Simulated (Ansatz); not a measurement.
System: ScGaI₆.

Input file:

```
crystal:
  lattice:
    - [5.3420382239, 0.0, 0.0]
    - [0.0, 5.3420382239, 0.0]
    - [0.0, 0.0, 9.0979056114]
  atoms:
    - { symbol: Sc, position: [0.0, 0.0, 0.5] }
    - { symbol: Ga, position: [0.0, 0.0, 0.0] }
    - { symbol: I, position: [0.5, 0.5, 0.0] }
    - { symbol: I, position: [0.5, 0.5, 0.5] }
    - { symbol: I, position: [0.5, 0.0, 0.286441458] }
    - { symbol: I, position: [0.5, 0.0, 0.713558542] }
    - { symbol: I, position: [0.0, 0.5, 0.286441458] }
    - { symbol: I, position: [0.0, 0.5, 0.713558542] }
kpoints:
  mp_grid: { grid: [4, 4, 4] }
hamiltonian:
  xc: r2scan
  dispersion: rvv10
scf:
  occupations: { method: fermi_dirac, width: 0.03 }
relax:
  f_tol: 0.01
  cell: {}
  max_steps: 120
output:
  write_density: true
  write_potential: true
  elf: true
  volumetric_format: npy
```

Run with:

```sh
ansatz run input.yaml --threads 4 --pin off --max-ram 4608MiB --backend cpu --events-out ev --progress --plain --runs-dir out
```

Below, planes, directions and counts refer to the conventional cell (a = 5.33 Å, b = 5.33 Å, c = 10.04 Å, α = 90.00°, β = 90.00°, γ = 90.00°).

The fields are those of the run's last geometry, not of the input's.

Space group P4/mmm; a structure from a database of computed crystals, not necessarily the ambient phase; started from the TiAlNi6-123 prototype, which need not be the ambient phase.

Theory: DFT, r2SCAN+rVV10, plane waves, PAW (Ansatz).

### What will maps of the valence pseudo-density and electron localisation function show?

Sc–I (3.32 Å): ρ at the midpoint is about 0.17 e/Å³, with its minimum of 0.12 e/Å³ about 1.4 Å from Sc; the ELF peaks at about 0.85 in the valence shell of I, 1.4 Å from its nucleus, and is about 0.70 at the midpoint.

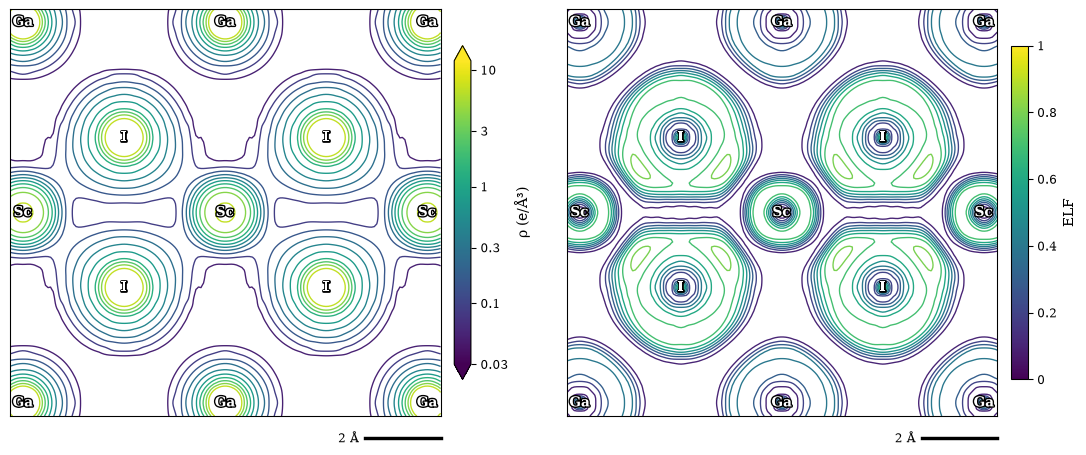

Computed valence pseudo-density and electron localisation function on the (010) plane of the conventional cell, in this order. 

Core electrons are frozen (PAW), and the valence fields are smoothed inside the atomic spheres.
